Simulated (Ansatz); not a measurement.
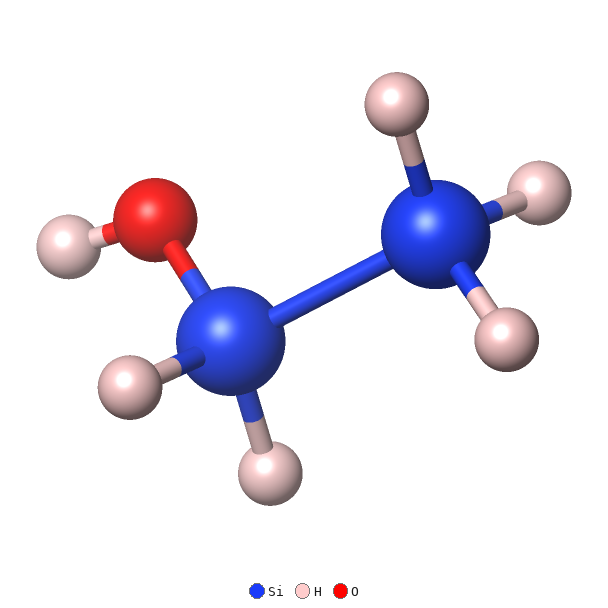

Ball-and-stick drawing of a structure.

Computed geometry: PBE0-D4/def2-TZVP optimisation.

**What is the molecular formula?**

H₆OSi₂, 9 atoms: 6 hydrogen, 1 oxygen and 2 silicon.

**How many bonds of each kind are drawn?**

5 Si–H, 1 Si–Si, 1 O–Si, 1 O–H. Sticks follow a distance rule.

**Which point group does it belong to?**

Cs.

**How many sets of symmetry-equivalent atoms are there?**

7: 1 Si, 1 Si, 2 H, 1 O, 2 H, 1 H, 1 H.

More results for the same structure follow; atom numbers are the same in all pictures, views and colours differ.

**Geometry**

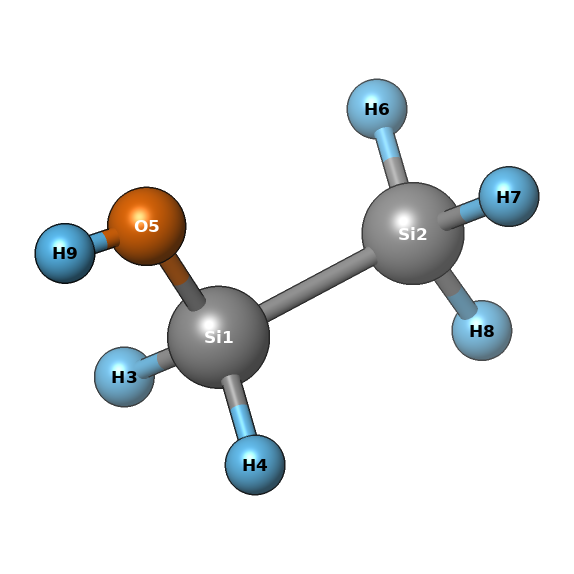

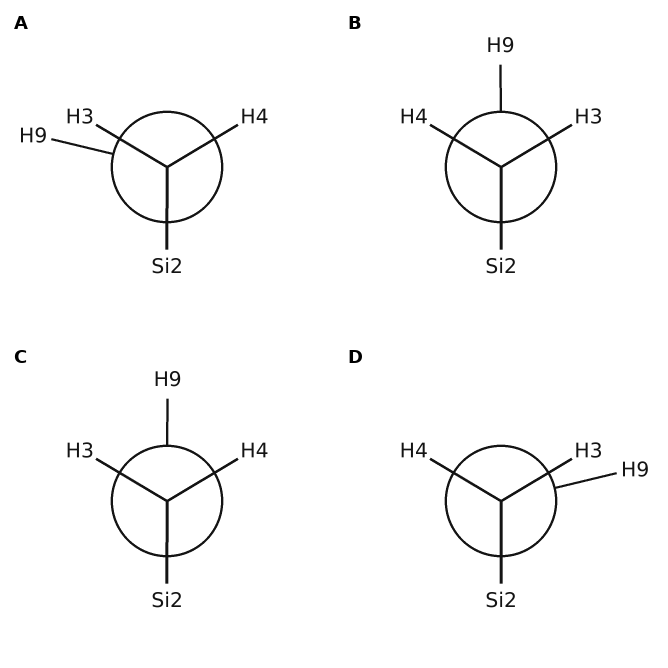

Atoms fade into the background with distance from the viewer. Bonds that would overlap in a projection are set slightly apart.

**Which Newman projection shows the view along Si1–O5, with Si1 in front?**

C. The torsion angle Si2–Si1–O5–H9 is 180°, antiperiplanar (anti).

**Electronic properties**

Properties computed with RKS PBE0-D4/def2-TZVPP (Ansatz 0.2.0).

**Estimate the dispersion correction.**

−13.1 kJ/mol.

**Give the HOMO energy (Kohn–Sham orbital) at this level.**

−8.15 eV.

**Estimate the HOMO–LUMO gap.**

7.75 eV.

**Vibrations**

Harmonic vibrations computed with RKS PBE0-D4/def2-TZVP (Ansatz 0.2.0) at a stationary point of the same level.

**How many vibrational modes are there, and where do they lie?**

21 modes: 102, 162, 196, 360, 418, 513, 614, 732, 779, 854, 862, 933, 934, 955, 968, 2185, 2186, 2215, 2225, 2231, 3915 cm⁻¹.

**Charges**

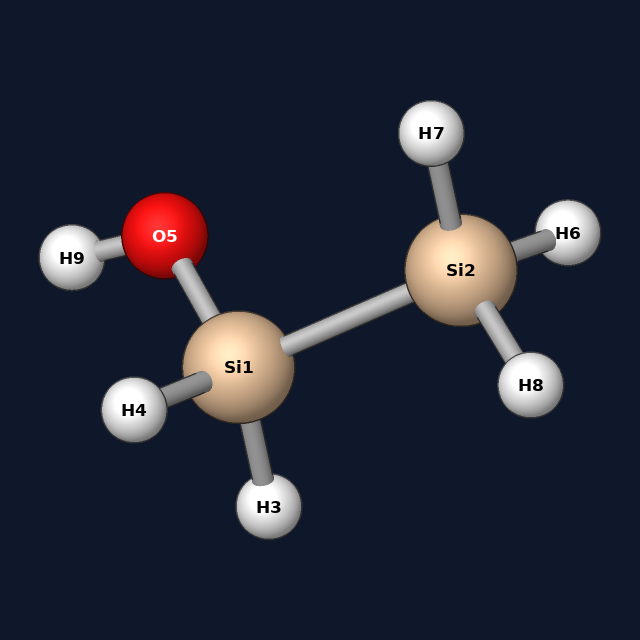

The questions are on Mulliken charges. Properties computed with RKS PBE0-D4/def2-TZVP (Ansatz 0.2.0).

**Which atom carries the highest charge (most positive or least negative)?**

H9 (0.32 e).

**And the lowest?**

O5 (−0.52 e).

Give the Mulliken charges atom by atom.

| atom | value (e) |
| --- | --- |
| Si1 | 0.31 |
| Si2 | 0.02 |
| H3 | −0.04 |
| H4 | −0.04 |
| O5 | −0.52 |
| H6 | −0.01 |
| H7 | −0.01 |
| H8 | −0.01 |
| H9 | 0.32 |

Mulliken values depend strongly on the basis set and can even reverse the polarity of a bond.
